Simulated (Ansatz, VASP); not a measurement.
# BiAs: VASP beside Ansatz

Aim: how closely do two programs agree when they are given the same cell, functional and k mesh? The cell is invented: As first built, before any earlier steps moved the atoms (in the runner's words): it takes the AlAs structure with some of its atoms replaced by other elements, volume scaled by an estimate. It may not be a known or stable phase. The cell is taken from a series of VASP runs on this material, whose earlier steps may have relaxed, scaled or displaced it; both programs get it as it stands. Other levels of theory on this material are compared in a session of their own. Valence electrons are named where the data sets of a main pair hold unlike numbers.

Program: Ansatz 0.2.0. Level of theory: plane waves, with VASP 6.6.1 beside it; band structure at PBE and band structure at r2SCAN, spin-orbit coupling. Results are calculated unless marked as measured.

### Step 1. The starting structure

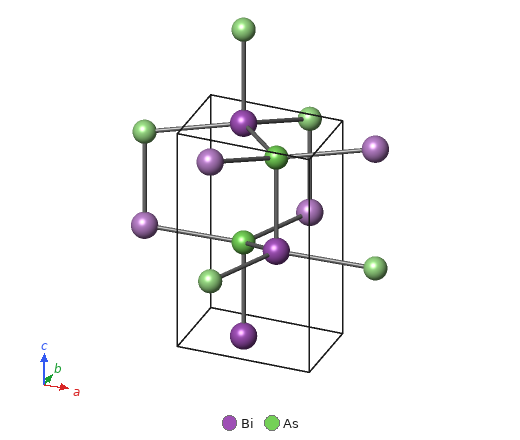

The cell as given, slightly off an axis (bismuth purple, arsenic green). Some periodic images of atoms are drawn too.

### Step 2. Ansatz: band structure, PBE

Ansatz runs on its default PAW (the set named soft_2) files.

Levels along a path test the potential and the projectors away from the mesh points.

Input file input.yaml:

```yaml
crystal:
  lattice:
    - [5.0716037739, -9.1e-08, 0.0]
    - [-2.5358025406, 4.3921383167, 0.0]
    - [0.0, 0.0, 6.3422180812]
  atoms:
    - { symbol: Bi, position: [0.33333333, 0.66666667, 0.9681709195] }
    - { symbol: Bi, position: [0.66666667, 0.33333333, 0.4681709195] }
    - { symbol: As, position: [0.33333333, 0.66666667, 0.4078290805] }
    - { symbol: As, position: [0.66666667, 0.33333333, 0.9078290805] }
hamiltonian:
  xc: pbe
  pseudopotentials: { kind: paw }
kpoints:
  mp_grid: { grid: [3, 3, 2] }
  band_path:
    path:
      - [0.0, 0.0, 0.0]
      - [0.13333, 0.0, 0.0]
      - [0.3, 0.0, 0.0]
      - [0.46667, 0.0, 0.0]
      - [0.46667, 0.06667, 0.0]
      - [0.41111, 0.17778, 0.0]
      - [0.38889, 0.22222, 0.0]
      - [0.35556, 0.28889, 0.0]
      - [0.28889, 0.28889, 0.0]
      - [0.17778, 0.17778, 0.0]
      - [0.08889, 0.08889, 0.0]
      - [0.06667, 0.06667, 0.0]
      - [0.0, 0.0, 0.03333]
      - [0.0, 0.0, 0.2]
      - [0.0, 0.0, 0.36667]
      - [0.0, 0.0, 0.5]
      - [0.16667, 0.0, 0.5]
      - [0.3, 0.0, 0.5]
      - [0.46667, 0.0, 0.5]
      - [0.46667, 0.06667, 0.5]
      - [0.41111, 0.17778, 0.5]
      - [0.35556, 0.28889, 0.5]
      - [0.28889, 0.28889, 0.5]
      - [0.17778, 0.17778, 0.5]
      - [0.06667, 0.06667, 0.5]
      - [0.5, 0.0, 0.46667]
      - [0.5, 0.0, 0.3]
      - [0.5, 0.0, 0.13333]
      - [0.33333, 0.33333, 0.0]
      - [0.33333, 0.33333, 0.16667]
      - [0.33333, 0.33333, 0.33333]
      - [0.33333, 0.33333, 0.5]
    npoints: 1
scf:
  occupations: { method: gaussian, width: 0.02 }
  n_extra_bands: 8
output:
  forces: true
  stress: true
  eigenvalues: true
```

Run with:

```bash
$ ansatz run input.yaml --threads 2 --pin off --max-ram 4608MiB --backend cpu --events-out ev --progress --plain --runs-dir out
```

Numbers of over 12 decimals in the logs are rounded to 6 here.

Output:

```text
Warning: the atoms were moved onto the symmetric positions of the space group found under crystal.symmetry.tolerance 1.0e-5 (fractional; no operation is sought that the atoms, as they stand in a round, miss by more than twice it, and no atom is moved by as much as it), and the run uses the moved positions. Before a round's move an operation carried an atom to 5.07e-8 Å from where it should land, the largest such dist [...]
scf.n_extra_bands = 8 over 30 filled bands (N_el = 60.0): the run solves 38 bands
Engine: ansatz 0.2.0, aarch64-unknown-linux-gnu
Pseudopotentials: kind: paw
Pseudopotential: Bi, paw, valence charge 15, recommended cutoff 420 eV (normal), Bi.paw.azcp
Pseudopotential: As, paw, valence charge 15, recommended cutoff 420 eV (normal), As.paw.azcp
Functional definition: PBE
  parameter kappa = 0.804
  parameter beta = 0.066725
  exchange = pbe_x(kappa = kappa, mu = beta*pi^2/3)
  correlation = pbe_c(beta = beta)
Crystal: 4 atoms, lattice volume = 141.274 Å³
Basis set: ecut = 420 eV, 2763 PW (Γ), exchange–correlation on 72×72×90 points (8 copies of the dense FFT grid, shifted against one another)
Bands: 38, of which v1, the nominal top of the filled ones, is band 30 counted from 1 (29 counted from 0)
Symmetry: 12 space group operations
Space group: P63mc (ITA 186), of the structure as read, at distance tolerance 5.2e-5 Å
k-points: 6 of 18
Non-local potential: Bi, projectors of the file, l = 0: 2, l = 1: 2, l = 2: 2, l = 3: 2
Non-local potential: As, projectors of the file, l = 0: 2, l = 1: 2, l = 2: 3, l = 3: 1
PAW form: soft (Blöchl's): semilocal exchange-correlation on the pseudo side does not see the compensation charge
PAW one-centre angular grid: Bi, 590 points (default); XC on 64 Gauss nodes
PAW one-centre angular grid: As, 590 points (default); XC on 64 Gauss nodes
Initial density: superposition of atomic densities (neutral atoms: chi_scale 0, normalization atom), corrected by the library's trained network
Initial wavefunctions: pseudopotential atomic-orbital guess
Functional: x = pbe(κ = 0.804, μ = 0.219515), c = pbe(β = 0.066725)
SCF iter   1: F=—  HF=-34504.893083 eV  |F-HF|=—  |Δ(HF+E_count)|=         —  Δρ=1.73e-3  dr2=4.65e-3  ethr=1.77e-3  ⟨swp⟩=7.8  Hψ=995  notcnv=0
preconditioner: auto → Resta (q_TF=auto, 2.365 Å⁻¹)  ε∞=3.4  [insulator: Δε(μ)=0.566 eV  Ē_g=8.928 eV  σ=0.020 eV  W_gap=1.00  n_scr=22 (ndim 8)  ℏωp=14.0 eV  f_vac=0.138  D(μ)=0.00/eV (n_scr^D=0)  ε∞_Penn≈3.4]
SCF iter   2: F=—  HF=-34504.892637 eV  |F-HF|=—  |Δ(HF+E_count)|=   4.47e-4  Δρ=1.08e-3  dr2=1.78e-3  ethr=7.74e-6  ⟨swp⟩=2.2  Hψ=429  notcnv=0  defer=15
SCF iter   3: F=—  HF=-34504.893539 eV  |F-HF|=—  |Δ(HF+E_count)|=   9.02e-4  Δρ=3.89e-4  dr2=2.51e-4  ethr=2.96e-6  ⟨swp⟩=2.0  Hψ=422  notcnv=0  defer=15
SCF iter   4: F=—  HF=-34504.893451 eV  |F-HF|=—  |Δ(HF+E_count)|=   8.83e-5  Δρ=1.87e-4  dr2=4.97e-5  ethr=4.19e-7  ⟨swp⟩=2.0  Hψ=392  notcnv=0  defer=15
SCF iter   5: F=—  HF=-34504.893459 eV  |F-HF|=—  |Δ(HF+E_count)|=   8.28e-6  Δρ=6.12e-5  dr2=6.00e-6  ethr=8.29e-8  ⟨swp⟩=2.0  Hψ=332  notcnv=0  defer=15
SCF iter   6: F=—  HF=-34504.893463 eV  |F-HF|=—  |Δ(HF+E_count)|=   4.09e-6  Δρ=1.94e-5  dr2=9.28e-7  ethr=1.00e-8  ⟨swp⟩=2.0  Hψ=392  notcnv=0  defer=15
SCF iter   7: F=—  HF=-34504.893465 eV  |F-HF|=—  |Δ(HF+E_count)|=   2.42e-6  Δρ=7.29e-6  dr2=1.47e-7  ethr=1.55e-9  ⟨swp⟩=2.0  Hψ=272  notcnv=0  defer=15
SCF iter   8: F=-34504.893466 eV  HF=-34504.893466 eV  |F-HF|=2.04e-8  |Δ(HF+E_count)|=   3.93e-7  Δρ=2.63e-6  dr2=1.18e-8  ethr=1.67e-10  ⟨swp⟩=9.5  Hψ=902  notcnv=0
SCF 1 converged in 8 iterations: F = -34504.893466 eV  dr2 = 1.18e-8
  greatest PAW one-centre occupation: 0.999 electrons in one spin orbital (limit 2), on the As atom at site 2 (counted from 0), in its partial waves of l = 2
NSCF: frozen V_eff on 32 k-points
SCF converged after 8 iterations
Free energy (F): -34504.893466 eV
Harris-Foulkes:  -34504.893466 eV  (|F-HF|=2.04e-8)
Internal energy: -34504.893466 eV  (E = F + TS)
E sigma→0 (E₀):  -34504.893466 eV
Fermi energy:    7.380809 eV
--- Per-component energies (eV) ---
  E_band       = -846.086700
  E_kinetic    = 806.855290
  E_local      = -7784.049036  (includes V_loc(G=0)·N_el)
  E_nonlocal   = -221.680749
  E_hartree    = 3451.396781
  E_xc         = -459.908191
  E_vxc        = -445.070230  (∫ρ·V_xc dr)
  E_paw        = -24994.466236  (= ΣΔE_a)
  E_vpaw       = -104.935959  (= ΣTr[D̂ρ^β])
  E_aug_tail   = -0.000853  (compensation charges beyond the density's cutoff)
  E_ewald      = -5303.040473
  E_smearing   = -0.000000  (= −TS)
  E_closure    = -0.000000  (closes the sum)
  Σ components = -34504.893466   (vs F -34504.893466, Δ=0.00e0)
--- Forces (eV/Å), atoms counted from 1 ---
  atom   1  Bi     0.00000000    -0.00000000     0.09886083
  atom   2  Bi    -0.00000000     0.00000000     0.09886083
  atom   3  As     0.00000000    -0.00000000    -0.09887196
  atom   4  As    -0.00000000    -0.00000000    -0.09887196
  max |Σ_I F_I| component: 2.23e-5 eV/Å
--- Stress (GPa, compression-positive) ---
       -2.085060       0.000000       0.000000
        0.000000      -2.085060       0.000000
        0.000000       0.000000       4.256552
  P = ⅓ Tr σ = 0.0288 GPa (0.288 kbar)
--- Band table (eV; the first three rows and the last of 6) ---
  k-point 0: bands = [... 26 lower, 4.0295, 5.6462, 5.7312, 5.7312, 7.6633, 7.6633, 9.7496, 9.7496, ... 4 higher]
  k-point 1: bands = [... 26 lower, 4.7307, 4.7307, 5.3726, 5.3726, 8.5358, 8.5358, 8.5358, 8.5358, ... 4 higher]
  k-point 2: bands = [... 26 lower, 4.5431, 5.0248, 5.1957, 6.5599, 8.3436, 9.1987, 10.1461, 10.9068, ... 4 higher]
  k-point 5: bands = [... 26 lower, 5.7102, 5.7102, 6.9629, 6.9629, 8.1859, 8.1859, 8.6608, 8.6608, ... 4 higher]
```

The job ended after 5 s (2 threads of Arm Neoverse V2, shared host; peak memory 0.39 GiB; 9.6 s of CPU time).

Reading the cycles: dr2 is the Hartree energy of the density residual (eV), the measure of convergence; HF is the Harris–Foulkes estimate of the energy, which meets the free energy F at convergence.

### Step 3. VASP: band structure, PBE

The same cell, functional, mesh and smearing now go to VASP, with its own data sets.

Lines of VASP's logs that name or quote its potential files are left out, and so is its time.

Input file INCAR:

```
SYSTEM = BiAs
PREC = Accurate
ENCUT = 400
EDIFF = 1E-06
NELM = 100
ISMEAR = 0
SIGMA = 0.02
LREAL = .FALSE.
ALGO = Normal
GGA = PE
NBANDS = 34
LORBIT = 11
LWAVE = .FALSE.
LCHARG = .FALSE.
KPAR = 2
NCORE = 2
```

Input file POSCAR:

```
BiAs
1.0
    5.0716037739     -0.0000000910      0.0000000000
   -2.5358025406      4.3921383167      0.0000000000
    0.0000000000      0.0000000000      6.3422180812
Bi As
2 2
Direct
    0.3333333300      0.6666666700      0.9681709195
    0.6666666700      0.3333333300      0.4681709195
    0.3333333300      0.6666666700      0.4078290805
    0.6666666700      0.3333333300      0.9078290805
```

Input file KPOINTS:

```
Automatic mesh
0
Gamma
3 3 2
0 0 0
```

Input file KPOINTS_OPT:

```
Line mode
16
Line-mode
Reciprocal
  0.00000000   0.00000000   0.00000000 GAMMA
  0.50000000   0.00000000   0.00000000 M

  0.50000000   0.00000000   0.00000000 M
  0.33333333   0.33333333   0.00000000 K

  0.33333333   0.33333333   0.00000000 K
  0.00000000   0.00000000   0.00000000 GAMMA

  0.00000000   0.00000000   0.00000000 GAMMA
  0.00000000   0.00000000   0.50000000 A

  0.00000000   0.00000000   0.50000000 A
  0.50000000   0.00000000   0.50000000 L

  0.50000000   0.00000000   0.50000000 L
  0.33333333   0.33333333   0.50000000 H

  0.33333333   0.33333333   0.50000000 H
  0.00000000   0.00000000   0.50000000 A

  0.50000000   0.00000000   0.50000000 L
  0.50000000   0.00000000   0.00000000 M

  0.33333333   0.33333333   0.00000000 K
  0.33333333   0.33333333   0.50000000 H
```

Potentials, in the order of the species: Bi_d and As (PBE family, release 64).

Run with:

```bash
$ mpirun -np 4 vasp_std
```

Output:

```text
[banner, memory and clock lines left out]
running    4 mpi-ranks, on    1 nodes
 distrk:  each k-point on    2 cores,    2 groups
 distr:  one band on    2 cores,    1 groups

 POSCAR found type information on POSCAR BiAs
 POSCAR found :  2 types and       4 ions
 LDA part: xc-table for (Slater+PW92), standard interpolation
 POSCAR, INCAR and KPOINTS ok, starting setup
 FFT: planning ... GRIDC
 FFT: planning ... GRID_SOFT
 FFT: planning ... GRID
 WAVECAR not read
 entering main loop
       N       E                     dE             d eps       ncg     rms          rms(c)
DAV:   1     0.346738975594E+03    0.34674E+03   -0.16585E+04   408   0.971E+02
DAV:   2     0.198868669076E+02   -0.32685E+03   -0.31593E+03   426   0.290E+02
DAV:   3    -0.156786625479E+02   -0.35566E+02   -0.34959E+02   514   0.114E+02
DAV:   4    -0.169725186659E+02   -0.12939E+01   -0.12920E+01   470   0.246E+01
DAV:   5    -0.170301757673E+02   -0.57657E-01   -0.57654E-01   582   0.471E+00    0.336E+00
DAV:   6    -0.166343810054E+02    0.39579E+00   -0.13592E+00   504   0.393E+00    0.174E+00
DAV:   7    -0.166411033798E+02   -0.67224E-02   -0.17388E-01   476   0.137E+00    0.944E-01
DAV:   8    -0.166404761478E+02    0.62723E-03   -0.25870E-02   474   0.872E-01    0.169E-01
DAV:   9    -0.166398906195E+02    0.58553E-03   -0.72210E-03   490   0.393E-01    0.925E-02
DAV:  10    -0.166401332060E+02   -0.24259E-03   -0.79271E-04   510   0.111E-01    0.578E-02
DAV:  11    -0.166403755622E+02   -0.24236E-03   -0.48007E-04   418   0.705E-02    0.109E-02
DAV:  12    -0.166403838225E+02   -0.82603E-05   -0.36938E-05   430   0.219E-02    0.833E-03
DAV:  13    -0.166403913456E+02   -0.75231E-05   -0.15415E-05   366   0.126E-02    0.601E-03
DAV:  14    -0.166403919412E+02   -0.59562E-06   -0.96581E-07   380   0.657E-03
   1 F= -.16640392E+02 E0= -.16640392E+02  d E =-.403950E-36
 Start KPOINTS_OPT (optional k-point list driver)
k-point batch [1-6\144]
       N       E                     dE             ncg
DAV:   1    -0.247421839442E+03   -0.94689E+03      408
DAV:   2    -0.226043063092E+04   -0.20130E+04      472
DAV:   3    -0.247565212336E+04   -0.21522E+03      448
DAV:   4    -0.248318180453E+04   -0.75297E+01      438
DAV:   5    -0.248351479307E+04   -0.33299E+00      482
DAV:   6    -0.248352432684E+04   -0.95338E-02      534
DAV:   7    -0.248352460342E+04   -0.27658E-03      512
DAV:   8    -0.248352460673E+04   -0.33037E-05      510
DAV:   9    -0.248352460678E+04   -0.55788E-07      234
[...]
k-point batch [139-144\144]
       N       E                     dE             ncg
DAV:   1    -0.256749852354E+03   -0.62307E+04      416
DAV:   2    -0.223470260386E+04   -0.19780E+04      448
DAV:   3    -0.245599376284E+04   -0.22129E+03      498
DAV:   4    -0.246423388979E+04   -0.82401E+01      504
DAV:   5    -0.246461877935E+04   -0.38489E+00      592
DAV:   6    -0.246462609552E+04   -0.73162E-02      550
DAV:   7    -0.246462629303E+04   -0.19751E-03      576
DAV:   8    -0.246462629636E+04   -0.33342E-05      508
DAV:   9    -0.246462629644E+04   -0.76231E-07      344
```

From OUTCAR (step 3):

```text
ion  position               nearest neighbor table
   1  0.333  0.667  0.968-   3 2.79   4 2.95   4 2.95   4 2.95
   2  0.667  0.333  0.468-   4 2.79   3 2.95   3 2.95   3 2.95
   3  0.333  0.667  0.408-   1 2.79   2 2.95   2 2.95   2 2.95
   4  0.667  0.333  0.908-   2 2.79   1 2.95   1 2.95   1 2.95

  LATTYP: Found a hexagonal cell.
 ALAT       =     5.0716037739
 C/A-ratio  =     1.2505350110

 Subroutine GETGRP returns: Found 12 space group operations
 (whereof  6 operations were pure point group operations)

The static configuration has the point symmetry C_3v.
 The point group associated with its full space group is C_6v.

 Found      6 irreducible k-points:

   k-points           NKPTS =      6   k-points in BZ     NKDIM =      6   number of bands    NBANDS=     34

   dimension x,y,z NGX =    36 NGY =   36 NGZ =   42
   dimension x,y,z NGXF=    72 NGYF=   72 NGZF=   84

   ENCUT  =  400.0 eV  29.40 Ry    5.42 a.u.   8.27  8.27 10.34*2*pi/ulx,y,z

   NELECT =      40.0000    total number of electrons

 k-points in reciprocal lattice and weights: Automatic mesh
   0.00000000  0.00000000  0.00000000       0.056
   0.33333333  0.00000000  0.00000000       0.333
   0.33333333  0.33333333  0.00000000       0.111
   0.00000000  0.00000000  0.50000000       0.056
   0.33333333  0.00000000  0.50000000       0.333
   0.33333333  0.33333333  0.50000000       0.111

 average (electrostatic) potential at core
       1-107.2063       2-107.2063       3 -50.6775       4 -50.6775

 E-fermi :   3.9730

 k-point     1 :       0.0000    0.0000    0.0000
  band No.  band energies     occupation
    ...
     16       0.7278      2.00000
     17       0.7278      2.00000
     18       2.3444      2.00000
     19       2.4317      2.00000
     20       2.4317      2.00000
     21       4.3590      0.00000
     22       4.3590      0.00000
     23       6.4472      0.00000
     24       6.4472      0.00000
     25       7.1978      0.00000
    ...

 k-point     2 :       0.3333    0.0000    0.0000
  band No.  band energies     occupation
    ...
     16       0.1355      2.00000
     17       1.2400      2.00000
     18       1.7244      2.00000
     19       1.8956      2.00000
     20       3.2582      2.00000
     21       5.0419      0.00000
     22       5.8934      0.00000
     23       6.8439      0.00000
     24       7.6051      0.00000
     25       8.1064      0.00000
    ...

 k-point     3 :       0.3333    0.3333    0.0000
  band No.  band energies     occupation
    ...
     16       0.3239      2.00000
     17       0.3239      2.00000
     18       1.2029      2.00000
     19       3.7965      2.00000
     20       3.7965      2.00000
     21       5.6242      0.00000
     22       5.6242      0.00000
     23       6.3269      0.00000
     24       7.9795      0.00000
     25       8.3768      0.00000
    ...

  Total       -1.8746993     -1.8746998      3.7721393      0.0000003      0.0000000      0.0000000
  in kB      -21.2608050    -21.2608104     42.7795107      0.0000035      0.0000000      0.0000000
  external PRESSURE =       0.0859651 kB  Pullay stress =       0.0000000 kB

  energy-cutoff  :      400.00
  volume of cell :      141.27
      direct lattice vectors                 reciprocal lattice vectors
     5.071603774 -0.000000091  0.000000000     0.197176289  0.113839797  0.000000000
    -2.535802541  4.392138317  0.000000000     0.000000004  0.227679535  0.000000000
     0.000000000  0.000000000  6.342218081     0.000000000  0.000000000  0.157673544

 POSITION                                       TOTAL-FORCE (eV/Angst)
 -----------------------------------------------------------------------------------
     -0.00000      2.92809      6.14035        -0.000000      0.000000      0.086076
      2.53580      1.46405      2.96924         0.000000     -0.000000      0.086076
     -0.00000      2.92809      2.58654        -0.000000     -0.000000     -0.086076
      2.53580      1.46405      5.75765         0.000000      0.000000     -0.086076
 -----------------------------------------------------------------------------------
    total drift:                               -0.000025      0.000014     -0.001800

  FREE ENERGIE OF THE ION-ELECTRON SYSTEM (eV)
  ---------------------------------------------------
  free  energy   TOTEN  =       -16.6403919412 eV

  energy  without entropy=      -16.6403919412  energy(sigma->0) =      -16.64039194

 total charge
# of ion       s       p       d       tot
------------------------------------------
    1        1.571   1.231   9.924  12.726
    2        1.571   1.231   9.924  12.726
    3        1.289   1.389   0.020   2.698
    4        1.289   1.389   0.020   2.698
--------------------------------------------------
tot          5.720   5.240  19.888  30.847

[... 3 further parts left out ...]
```

Spin-orbit coupling is off here; with elements this heavy it splits and shifts levels by tenths of an eV or more.

(Part 1 of 2 ends here.)

[Lines on the potential files, build, host, timing and source positions are cut from VASP's logs without a mark.]

[Logs are printed without paths, hosts, clocks, repeated set-up lines and the standing remarks that a program may print on its own settings, such as how far it seeks lower states.]

[Hosts, paths, dates, database ids (printed as entryN), source tags and the programs' standing remarks are cut or masked in the printed files.]
